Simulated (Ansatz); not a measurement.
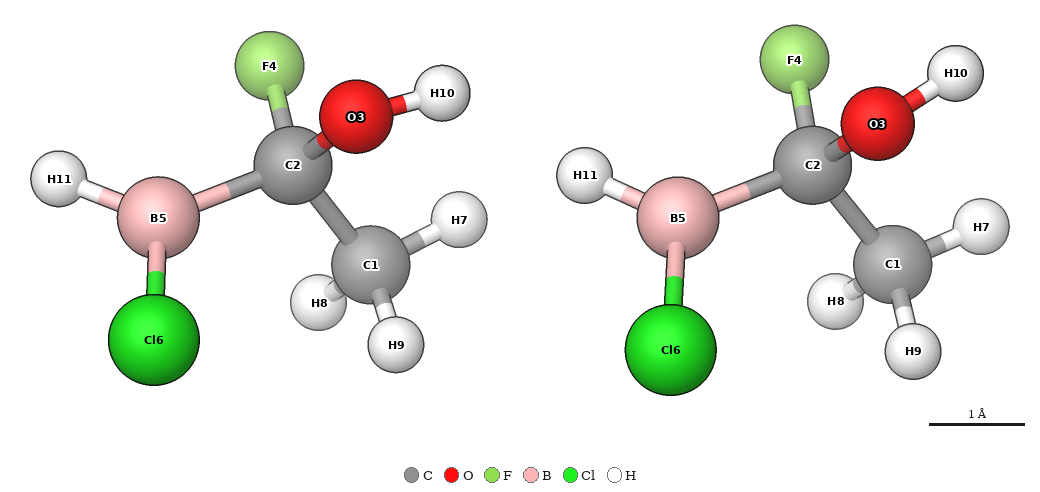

Two geometries of C2H5BClFO (coarse preliminary run), drawn at one scale. One is the start of a relaxation, the other its converged end. Style: ball-and-stick. Shown at a tilt.

Level of theory: RKS PBE-D4/def2-SVP in Ansatz 0.2.0. (force threshold 0.03 eV/Å; at most 200 steps)

Q: Which one is relaxed?

A: The left one is the relaxed one. The start comes from a force field. After 7 geometry steps the energy has fallen by 46.2 kJ/mol. The largest force component goes from 2.8 to 0.028 eV/Å. H10 moves most after the best rigid fit: 0.23 Å. By element the largest moves are H 0.23 Å, Cl 0.12 Å, F 0.11 Å, O 0.08 Å, B 0.04 Å, C 0.04 Å. Near-neighbour distances that change, for instance: B5–Cl6 1.873 → 1.748 Å, C1–H9 1.187 → 1.107 Å, B5–H11 1.149 → 1.211 Å, O3–H10 1.030 → 0.979 Å. Bond angles that change, for instance: H7–C1–H8 112.6° → 107.5°, C2–C1–H8 108.0° → 111.6°, C2–C1–H7 112.2° → 108.8°.
